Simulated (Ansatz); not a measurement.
# C3H6FNO: geometry and vibrations

What shape does C3H6FNO take? The plan is to relax it, check the end point by its vibrations and derive ideal-gas thermochemistry, and look at its orbitals and charge.

Program: Ansatz 0.2.0, Gaussian basis. Level of theory: RKS PBE0-D4/def2-TZVP. These are calculated values, not measurements.

Plan: relaxation at PBE-D4/def2-SVP; relaxation at PBE0-D4/def2-TZVP; harmonic vibrations at the same level; a single point in def2-TZVPP for the fields.

**1. The starting structure**

12 atoms, charge 0, spin multiplicity 1.

Atoms are counted from 1 here; the program's logs count them from 0.

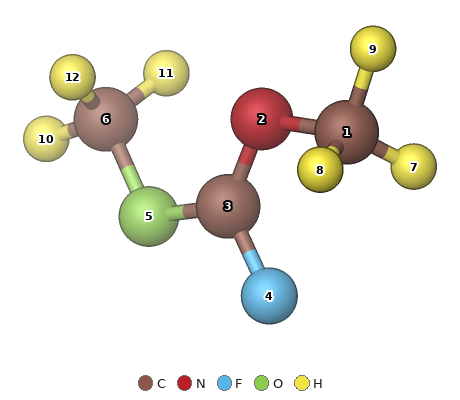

The starting geometry (carbon brown, nitrogen red, fluorine blue, oxygen green, hydrogen yellow); atoms are numbered from 1 in the order of the file.

The start is a force-field geometry with small random shifts, so a cheaper pass at PBE-D4/def2-SVP comes first.

**2. Optimising with PBE-D4/def2-SVP (cheap first pass)**

in.yaml

```yaml
crystal:
  periodic: [false, false, false]
  atoms:
    - {symbol: C, position_ang: [-1.675200, -0.391800, 1.053800]}
    - {symbol: N, position_ang: [-0.579900, 0.174600, 0.309100]}
    - {symbol: C, position_ang: [0.213400, -0.736800, -0.085000]}
    - {symbol: F, position_ang: [0.075000, -2.012800, 0.212100]}
    - {symbol: O, position_ang: [1.380700, -0.470000, -0.784300]}
    - {symbol: C, position_ang: [1.611400, 0.933000, -1.058100]}
    - {symbol: H, position_ang: [-1.387000, -0.855500, 1.964000]}
    - {symbol: H, position_ang: [-2.278000, -1.011400, 0.415900]}
    - {symbol: H, position_ang: [-2.368900, 0.502500, 1.372800]}
    - {symbol: H, position_ang: [2.551300, 0.991300, -1.591800]}
    - {symbol: H, position_ang: [1.707100, 1.493100, -0.110700]}
    - {symbol: H, position_ang: [0.827100, 1.328600, -1.663700]}
basis:
  gaussian: {orbitals: def2-SVP}
hamiltonian: {xc: pbe, dispersion: d4}
relax: {f_tol: 0.03, max_steps: 200}
```

Command:

```sh
ansatz run in.yaml --threads 4 --pin off --events-out ev --progress --plain --max-ram 10444MiB
```

What it wrote, shortened:

```text
Functional definition: PBE
  name "PBE"
  cite "Perdew, Burke & Ernzerhof, Phys. Rev. Lett. 77, 3865 (1996) doi:10.1103/PhysRevLett.77.3865"
  parent pbe
[...]
1285 factors; their error is unknown
[...]
mean field -9444.06934049 eV, -347.0631468431 hartree, gradient 4.8e-5 eV, S^2 0.000000; 0 other end points of the search recorded, 0 dependent functions left out
[...]
reference -9444.06937185 eV, -347.0631479953 hartree; 24, 24 occupied and 90, 90 virtual orbitals, 1285 factors
relax step   1: F+E_penalty+E_count = -9444.27509990 eV  Δ(F+E_penalty+E_count) = +0.000e0 eV  max|allowed force component| = 3.861e0 eV/Å  Δτ_max = 0.0000 Å  (30 SCF iters, accepted)
[...]
relax step   7: F+E_penalty+E_count = -9444.69279559 eV  Δ(F+E_penalty+E_count) = -5.654e-4 eV  max|allowed force component| = 3.472e-2 eV/Å  Δτ_max = 0.0089 Å  (33 SCF iters, accepted)
[...]
relax step   8: F+E_penalty+E_count = -9444.69290613 eV  Δ(F+E_penalty+E_count) = -1.105e-4 eV  max|allowed force component| = 8.148e-3 eV/Å  Δτ_max = 0.0073 Å  (33 SCF iters, accepted)
1285 factors; their error is unknown
mean field -9444.48878054 eV, -347.0785609806 hartree, gradient 2.1e-5 eV, S^2 0.000000; 1 other end points of the search recorded, 0 dependent functions left out
[...]
reference -9444.48881227 eV, -347.0785621466 hartree; 24, 24 occupied and 90, 90 virtual orbitals, 1285 factors
Total energy: -9444.69293786 eV, -347.0860636236 hartree
Atom 0 at    -1.730228    -0.326070     1.065256 Å, force    -0.002666    -0.003445     0.001388 eV/Å
Atom 1 at    -0.563695     0.113947     0.327466 Å, force     0.004605    -0.000876     0.000091 eV/Å
Atom 2 at     0.279215    -0.729900    -0.088606 Å, force     0.003723    -0.004737     0.001886 eV/Å
Atom 3 at     0.204857    -2.065463     0.090695 Å, force    -0.002050     0.008148    -0.005154 eV/Å
Atom 4 at     1.390299    -0.461619    -0.776361 Å, force    -0.004395     0.000558     0.004415 eV/Å
Atom 5 at     1.620418     0.923216    -1.047560 Å, force     0.001644    -0.000180    -0.001345 eV/Å
Atom 6 at    -1.460399    -0.835230     2.017620 Å, force     0.000972     0.001975    -0.000203 eV/Å
Atom 7 at    -2.356287    -1.040771     0.485408 Å, force     0.000348    -0.000742     0.000895 eV/Å
Atom 8 at    -2.362219     0.547296     1.319259 Å, force    -0.000305     0.000965    -0.001330 eV/Å
Atom 9 at     2.562748     0.967947    -1.622763 Å, force     0.000181     0.000349     0.000268 eV/Å
Atom 10 at     1.709962     1.498274    -0.103405 Å, force    -0.001939    -0.001038    -0.000659 eV/Å
Atom 11 at     0.782329     1.353174    -1.632909 Å, force    -0.000118    -0.000976    -0.000252 eV/Å
Dipole moment:     0.026180     0.205429    -0.033944 e Å
```

Wall time 6 s (4 threads of Intel Xeon 6975P-C, shared host).

The steps of the relaxation: (the energy doesn't fall at every step)

```csv
step,energy from step 1 (eV),largest force component (eV/Å)
1,0.0000,3.8609
2,-0.3311,1.4191
3,-0.2690,1.9653
4,-0.4066,0.5475
5,-0.4107,0.3784
6,-0.4171,0.1148
7,-0.4177,0.0347
8,-0.4178,0.0081
```

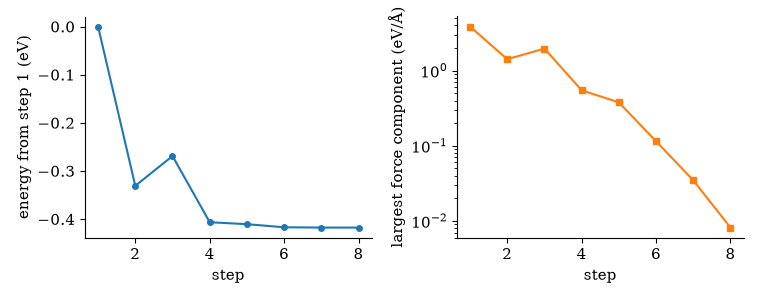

Energy and force, step by step.

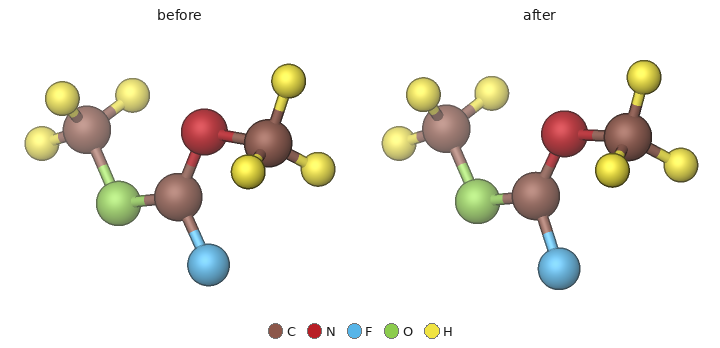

The geometry before (left) and after (right).

Close pairs (by a distance rule), those that changed most:

```
  bond  before (Å)  after (Å)  change (Å)
 C1–H9       1.176      1.108      -0.068
 C3–O5       1.387      1.334      -0.053
 C1–H7       1.061      1.113      +0.052
C6–H12       1.067      1.109      +0.042
 C1–H8       1.074      1.113      +0.039
 C3–F4       1.317      1.350      +0.032
C6–H10       1.082      1.105      +0.022
 O5–C6       1.448      1.430      -0.018
```

**3. Relaxation at PBE0-D4/def2-TZVP**

in.yaml

```yaml
crystal:
  periodic: [false, false, false]
  atoms:
    - {symbol: C, position_ang: [-1.730228, -0.326070, 1.065256]}
    - {symbol: N, position_ang: [-0.563695, 0.113947, 0.327466]}
    - {symbol: C, position_ang: [0.279215, -0.729900, -0.088606]}
    - {symbol: F, position_ang: [0.204857, -2.065463, 0.090695]}
    - {symbol: O, position_ang: [1.390299, -0.461619, -0.776361]}
    - {symbol: C, position_ang: [1.620418, 0.923216, -1.047560]}
    - {symbol: H, position_ang: [-1.460399, -0.835230, 2.017620]}
    - {symbol: H, position_ang: [-2.356287, -1.040771, 0.485408]}
    - {symbol: H, position_ang: [-2.362219, 0.547296, 1.319259]}
    - {symbol: H, position_ang: [2.562748, 0.967947, -1.622763]}
    - {symbol: H, position_ang: [1.709962, 1.498274, -0.103405]}
    - {symbol: H, position_ang: [0.782329, 1.353174, -1.632909]}
basis:
  gaussian: {orbitals: def2-TZVP}
hamiltonian: {xc: pbe0, dispersion: d4}
relax: {f_tol: 0.005, max_steps: 150}
```

Same command.

What it wrote, shortened:

```text
Functional definition: PBE0
  name "PBE0"
  cite "Adamo & Barone, J. Chem. Phys. 110, 6158 (1999) doi:10.1063/1.478522"
  cite "Perdew, Burke & Ernzerhof, Phys. Rev. Lett. 77, 3865 (1996) doi:10.1103/PhysRevLett.77.3865"
  parent pbe
[...]
1266 factors; their error is unknown
[...]
mean field -9455.67758849 eV, -347.4897420885 hartree, gradient 1.0e-5 eV, S^2 0.000000; 0 other end points of the search recorded, 0 dependent functions left out
[...]
reference -9455.67761843 eV, -347.4897431889 hartree; 24, 24 occupied and 198, 198 virtual orbitals, 1266 factors
relax step   1: F+E_penalty+E_count = -9455.84809370 eV  Δ(F+E_penalty+E_count) = +0.000e0 eV  max|allowed force component| = 8.783e-1 eV/Å  Δτ_max = 0.0000 Å  (31 SCF iters, accepted)
[...]
Atom 2 at     0.170171    -0.720822    -0.258364 Å, force    -0.002769    -0.004145     0.000681 eV/Å
Atom 3 at    -0.063544    -2.029971    -0.356930 Å, force     0.000956     0.001852    -0.000483 eV/Å
Atom 4 at     1.248965    -0.448346    -0.968667 Å, force     0.000934     0.002861     0.000185 eV/Å
Atom 5 at     1.641871     0.918718    -0.970598 Å, force    -0.000141    -0.000955     0.000129 eV/Å
Atom 6 at    -1.546901    -0.081159     2.181036 Å, force    -0.000409    -0.000427    -0.001563 eV/Å
Atom 7 at    -1.877342    -1.412847     1.053728 Å, force     0.000144     0.001600     0.000314 eV/Å
Atom 8 at    -2.550072     0.205590     0.768179 Å, force     0.001340    -0.000927     0.000621 eV/Å
Atom 9 at     2.532536     0.965838    -1.593111 Å, force    -0.000308    -0.000087     0.000135 eV/Å
Atom 10 at     1.861048     1.253155     0.044390 Å, force    -0.000211    -0.000027    -0.000604 eV/Å
Atom 11 at     0.847758     1.542432    -1.383426 Å, force     0.000235    -0.000393     0.000170 eV/Å
Dipole moment:     0.040341     0.234098     0.018924 e Å
```

Run time: 53 s. Hardware: 4 threads of Intel Xeon 6975P-C, shared host; peak memory 0.65 GiB.

The steps of the relaxation: (the energy doesn't fall at every step)

| step | energy from step 1 (eV) | largest force component (eV/Å) |
| --- | --- | --- |
| 1 | 0.0000 | 0.8783 |
| 2 | -0.0589 | 0.3151 |
| 3 | -0.0641 | 0.0636 |
| 4 | -0.0642 | 0.0312 |
| 5 | -0.0643 | 0.0595 |
| 6 | -0.0643 | 0.0251 |
| 7 | -0.0646 | 0.0584 |
| 8 | -0.0645 | 0.1139 |
| 9 | -0.0650 | 0.0566 |
| 10 | -0.0649 | 0.1834 |
| 11 | -0.0619 | 0.2404 |
| 12 | -0.0654 | 0.0735 |
| 13 | -0.0666 | 0.0395 |
| 14 | -0.0675 | 0.1534 |
| 15 | -0.0686 | 0.1439 |
| 16 | -0.0713 | 0.1446 |
| 17 | -0.0709 | 0.3562 |
| 18 | -0.0731 | 0.1905 |
| 19 | -0.0744 | 0.3098 |
| 20 | -0.0675 | 0.4846 |
| 21 | -0.0795 | 0.0201 |
| 22 | -0.0804 | 0.1405 |
| 23 | -0.0811 | 0.0740 |
| 24 | -0.0822 | 0.0478 |
| 25 | -0.0828 | 0.0705 |
| 26 | -0.0830 | 0.0821 |
| 27 | -0.0834 | 0.0049 |
| 28 | -0.0834 | 0.0055 |
| 29 | -0.0834 | 0.0052 |
| 30 | -0.0834 | 0.0041 |

The force was under the threshold of 0.005 eV/Å already at step 27, but the program went on to step 30.

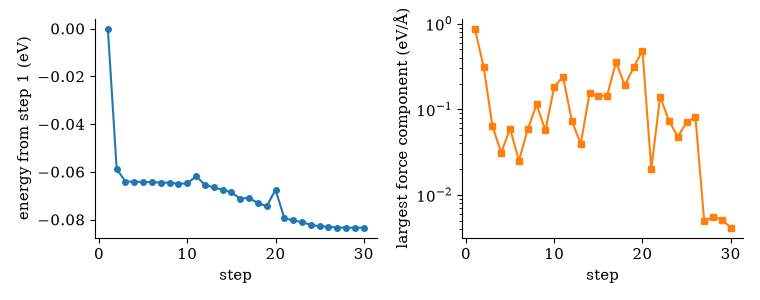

Energy and force, step by step.

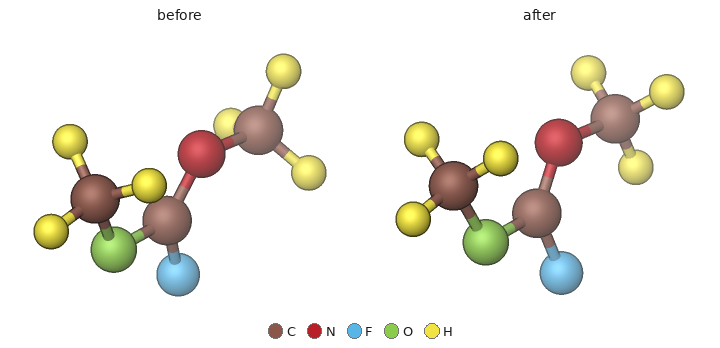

The geometry before (left) and after (right).

Close pairs (by a distance rule), those that changed most:

| bond | before (Å) | after (Å) | change (Å) |
| --- | --- | --- | --- |
| C1–H7 | 1.113 | 1.093 | -0.020 |
| C1–H8 | 1.113 | 1.094 | -0.019 |
| C6–H11 | 1.109 | 1.091 | -0.018 |
| C6–H12 | 1.109 | 1.091 | -0.018 |
| N2–C3 | 1.263 | 1.245 | -0.018 |
| C6–H10 | 1.105 | 1.088 | -0.017 |
| C3–F4 | 1.350 | 1.333 | -0.016 |
| C1–H9 | 1.108 | 1.093 | -0.015 |

Mulliken charges at the end point, from the run's report:

```csv
atom,value (e)
C1,-0.29
N2,-0.27
C3,0.34
F4,-0.18
O5,-0.21
C6,-0.20
H7,0.13
H8,0.13
H9,0.13
H10,0.14
H11,0.14
H12,0.14
```

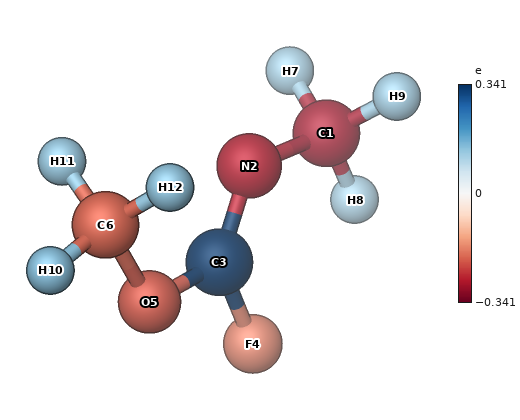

Mulliken charges at the end point, from the run's report, as colours on the atoms.

**4. Vibrations by finite differences**

in.yaml

```yaml
crystal:
  periodic: [false, false, false]
  atoms:
    - {symbol: C, position_ang: [-1.674050, -0.340590, 1.126990]}
    - {symbol: N, position_ang: [-0.513439, 0.092804, 0.390874]}
    - {symbol: C, position_ang: [0.170171, -0.720822, -0.258364]}
    - {symbol: F, position_ang: [-0.063544, -2.029971, -0.356930]}
    - {symbol: O, position_ang: [1.248965, -0.448346, -0.968667]}
    - {symbol: C, position_ang: [1.641871, 0.918718, -0.970598]}
    - {symbol: H, position_ang: [-1.546901, -0.081159, 2.181036]}
    - {symbol: H, position_ang: [-1.877342, -1.412847, 1.053728]}
    - {symbol: H, position_ang: [-2.550072, 0.205590, 0.768179]}
    - {symbol: H, position_ang: [2.532536, 0.965838, -1.593111]}
    - {symbol: H, position_ang: [1.861048, 1.253155, 0.044390]}
    - {symbol: H, position_ang: [0.847758, 1.542432, -1.383426]}
basis:
  gaussian: {orbitals: def2-TZVP}
hamiltonian: {xc: pbe0, dispersion: d4}
phonons: {temperatures: {t_min: 298.15, t_max: 900, t_step: 200}}
```

The command is unchanged.

What it wrote, shortened:

```text
Functional definition: PBE0
  name "PBE0"
  cite "Adamo & Barone, J. Chem. Phys. 110, 6158 (1999) doi:10.1063/1.478522"
  cite "Perdew, Burke & Ernzerhof, Phys. Rev. Lett. 77, 3865 (1996) doi:10.1103/PhysRevLett.77.3865"
  parent pbe
[...]
1266 factors; their error is unknown
[...]
mean field -9455.76014719 eV, -347.4927760650 hartree, gradient 1.1e-5 eV, S^2 0.000000; 0 other end points of the search recorded, 0 dependent functions left out
[...]
reference -9455.76017658 eV, -347.4927771450 hartree; 24, 24 occupied and 198, 198 virtual orbitals, 1266 factors
[...]
1266 factors; their error is unknown
mean field -9455.75995903 eV, -347.4927691501 hartree, gradient 1.7e-6 eV, S^2 0.000000; 0 other end points of the search recorded, 0 dependent functions left out
[...]
reference -9455.75998843 eV, -347.4927702306 hartree; 24, 24 occupied and 198, 198 virtual orbitals, 1266 factors
[...]
Atom 5 at     1.641871     0.918718    -0.970598 Å, force     0.000039    -0.000403     0.000185 eV/Å
Atom 6 at    -1.546901    -0.081159     2.181036 Å, force    -0.000384    -0.000419    -0.001577 eV/Å
Atom 7 at    -1.877342    -1.412847     1.053728 Å, force     0.000108     0.001590     0.000260 eV/Å
Atom 8 at    -2.550072     0.205590     0.768179 Å, force     0.001341    -0.000927     0.000636 eV/Å
Atom 9 at     2.532536     0.965838    -1.593111 Å, force    -0.000306    -0.000089     0.000121 eV/Å
Atom 10 at     1.861048     1.253155     0.044390 Å, force    -0.000334    -0.000307    -0.000620 eV/Å
Atom 11 at     0.847758     1.542432    -1.383426 Å, force     0.000159    -0.000518     0.000164 eV/Å
Dipole moment:     0.040337     0.234101     0.018920 e Å
Vibrations: 88.25 151.07 161.68 224.89 273.41 325.91 551.38 651.95 731.22 863.07 1092.93 1135.33 1139.84 1164.23 1183.00 1227.13 1335.62 1442.01 1474.49 1477.94 1489.87 1493.74 1499.09 1842.84 3037.85 3066.19 3107.21 3110.98 3144.38 3179.54 cm⁻¹, zero-point energy 2.583028 eV
```

Run time: 99 s. Hardware: 4 threads of Intel Xeon 6975P-C, shared host.

Motions are named by where the mode's potential energy lies. Wavenumbers, unscaled:

| mode | cm⁻¹ | motion |
| --- | --- | --- |
| 1 | 88 | torsion |
| 2 | 151 | torsion |
| 3 | 162 | torsion |
| 4 | 225 | bend |
| 5 | 273 | torsion |
| 6 | 326 | bend |
| 7 | 551 | bend |
| 8 | 652 | bend |
| 9 | 731 | wag or twist with out-of-plane bend |
| 10 | 863 | C–N and C–F stretch |
| 11 | 1093 | C–O and C–N stretch |
| 12 | 1135 | bend |
| 13 | 1140 | C–N stretch with bend |
| 14 | 1164 | bend |
| 15 | 1183 | bend |
| 16 | 1227 | bend |
| 17 | 1336 | C–O stretch with bend |
| 18 | 1442 | bend |
| 19 | 1474 | bend |
| 20 | 1478 | bend |
| 21 | 1490 | bend |
| 22 | 1494 | bend |
| 23 | 1499 | bend |
| 24 | 1843 | C–N stretch |
| 25 | 3038 | C–H stretch |
| 26 | 3066 | C–H stretch |
| 27 | 3107 | C–H stretch |
| 28 | 3111 | C–H stretch |
| 29 | 3144 | C–H stretch |
| 30 | 3180 | C–H stretch |

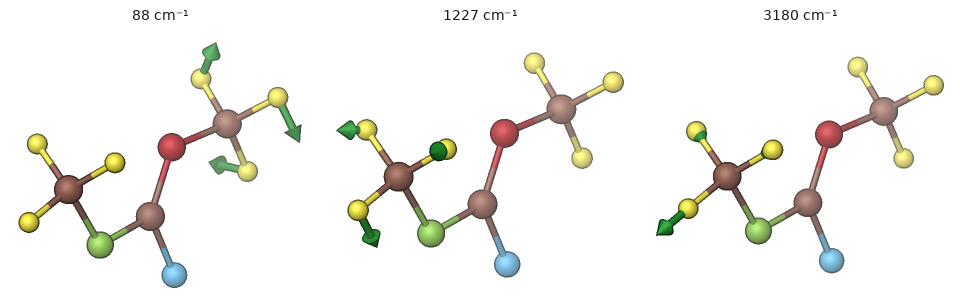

Displacements of 3 modes, as arrows.

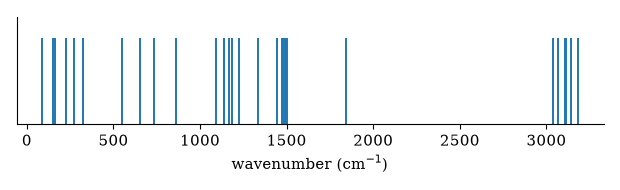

The harmonic wavenumbers as sticks (no intensities were computed).

From these modes and the moments of inertia (298.15 K, 1 bar, symmetry number 1):

```
                term            value
   zero-point energy     249.2 kJ/mol
          H(298) − E     269.7 kJ/mol
entropy, translation  165.1 J/(mol K)
   entropy, rotation  111.4 J/(mol K)
  entropy, vibration   64.5 J/(mol K)
      entropy, total  341.0 J/(mol K)
```

**5. Orbitals, density and potential**

in.yaml: that of step 4 with these lines changed.

```diff
@@ -16,4 +16,4 @@
 basis:
-  gaussian: {orbitals: def2-TZVP}
+  gaussian: {orbitals: def2-TZVPP}
 hamiltonian: {xc: pbe0, dispersion: d4}
-phonons: {temperatures: {t_min: 298.15, t_max: 900, t_step: 200}}
+output: {orbitals: {seedname: orbitals}}
```

Same command.

What it wrote:

```text
Functional definition: PBE0
  name "PBE0"
  cite "Adamo & Barone, J. Chem. Phys. 110, 6158 (1999) doi:10.1063/1.478522"
  cite "Perdew, Burke & Ernzerhof, Phys. Rev. Lett. 77, 3865 (1996) doi:10.1103/PhysRevLett.77.3865"
  parent pbe
  parameter a = 0.25
  parameter kappa = 0.804
  parameter beta = 0.06672455060314922
  exchange = (1 - a)*pbe_x(kappa = kappa, mu = beta*pi^2/3) + a*exact_x
  correlation = pbe_c(beta = beta)
1356 factors; their error is unknown
mean field evaluation 1: about -9447.4423 eV, gradient 6.5e1 eV
mean field evaluation 2: about -9439.8424 eV, gradient 8.7e1 eV
mean field evaluation 4: about -9455.7614 eV, gradient 4.9e0 eV
mean field evaluation 8: about -9455.8036 eV, gradient 1.7e-1 eV
mean field evaluation 16: about -9455.8164 eV, gradient 2.9e-4 eV
mean field -9455.81641132 eV, -347.4948437334 hartree, gradient 7.1e-5 eV, S^2 0.000000; 0 other end points of the search recorded, 0 dependent functions left out
reference -9455.81644172 eV, -347.4948448504 hartree; 24, 24 occupied and 246, 246 virtual orbitals, 1356 factors
Total energy: -9455.98783811 eV, -347.5011435519 hartree
```

Wall time 1.6 s (4 threads of Intel Xeon 6975P-C, shared host); peak memory 0.64 GiB.

The fields below are evaluated on a grid from the run's orbitals.

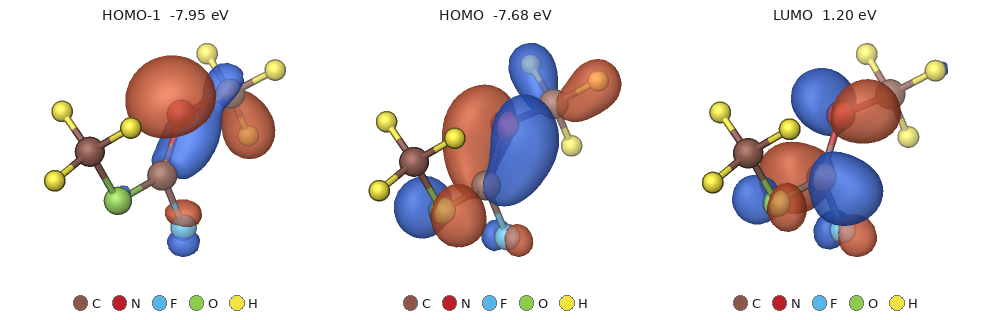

Frontier orbitals at PBE0-D4/def2-TZVPP; each surface holds 70 % of the orbital's density, blue and red mark the sign.

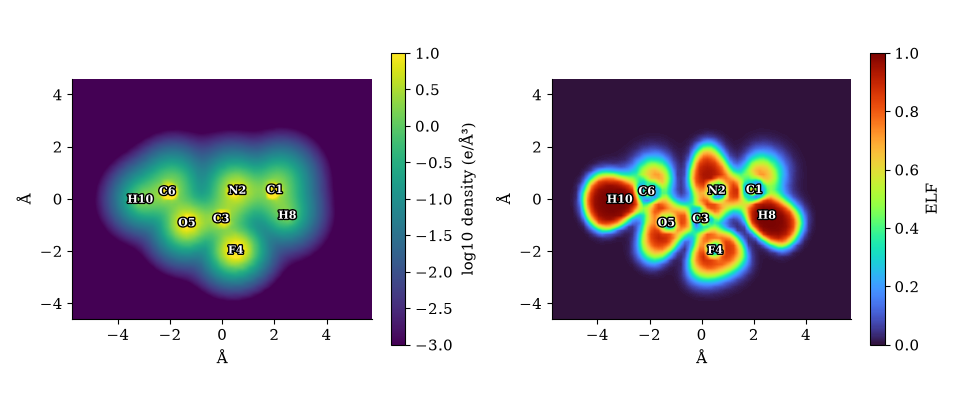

Density (left) and ELF (right) in a plane through or near 8 of the atoms.

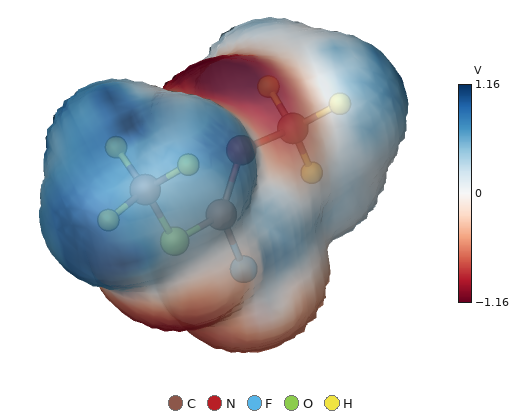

The potential that a unit positive charge feels on the 0.002 e/bohr³ surface, from -1.16 V near N2 to 0.99 V near H10.

**6. What came out**

```
                  quantity            value
               point group               Cs
                     steps           8 + 30
shift from the start (rms)          0.463 Å
              total energy    -9455.9316 eV
           dispersion term         -171 meV
             dipole moment           1.14 D
lowest, highest wavenumber    88, 3180 cm⁻¹
         zero-point energy     249.2 kJ/mol
       entropy at 298.15 K  341.0 J/(mol K)
                HOMO, LUMO   -7.68, 1.20 eV
```

What this shows: The relaxed geometry lies 0.46 Å (rms) from the start; the bond that changed most is C1–H9, from 1.176 to 1.093 Å. No mode is imaginary: a true minimum at this level. The stiffest mode, 3180 cm⁻¹, is a C–H stretch, and 3 modes under 200 cm⁻¹ make the vibrational entropy uncertain. Harmonic hybrid wavenumbers usually lie a few per cent above measured fundamentals. The largest Mulliken charge, +0.34 e, sits on C3. The HOMO lies mostly on N2 40 %; O5 23 % and the LUMO on C3 42 %; N2 28 %.
